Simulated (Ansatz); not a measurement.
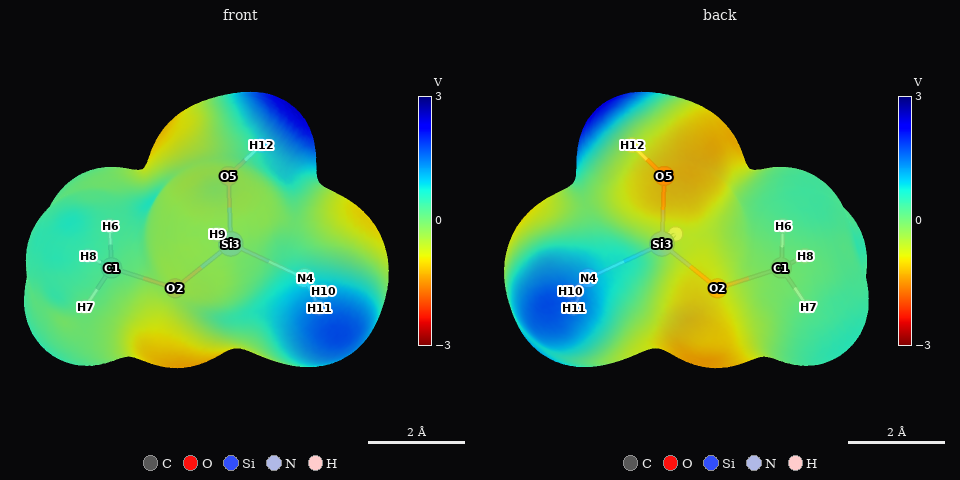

*CH7NO2Si (SMILES CO[SiH](N)O). The molecular electrostatic potential painted on the density surface at 0.002 e/bohr³, seen from the front and from behind; the colour scale runs from red (negative) to blue (positive).*

Geometry: PBE0-D4/def2-TZVP.

Computed with RKS PBE0-D4/def2-TZVPP in Ansatz 0.2.0.

| atom | x (Å) | y (Å) | z (Å) |
| --- | --- | --- | --- |
| C | -1.7993 | -0.8812 | -0.2703 |
| O | -0.4555 | -0.6513 | -0.6270 |
| Si | 0.6187 | 0.1372 | 0.3165 |
| N | 2.0831 | 0.4498 | -0.4896 |
| O | -0.1348 | 1.5358 | 0.7369 |
| H | -2.3334 | 0.0595 | -0.1067 |
| H | -2.2813 | -1.4237 | -1.0857 |
| H | -1.8746 | -1.4884 | 0.6396 |
| H | 0.9568 | -0.6791 | 1.5110 |
| H | 2.0920 | 0.9536 | -1.3626 |
| H | 2.8187 | -0.2374 | -0.4587 |
| H | 0.3864 | 2.1700 | 1.2306 |

Describe the electrostatic potential map.

The most negative region (about −1.4 V) lies over O2 and O5, the most positive (about +2.4 V) over H12.
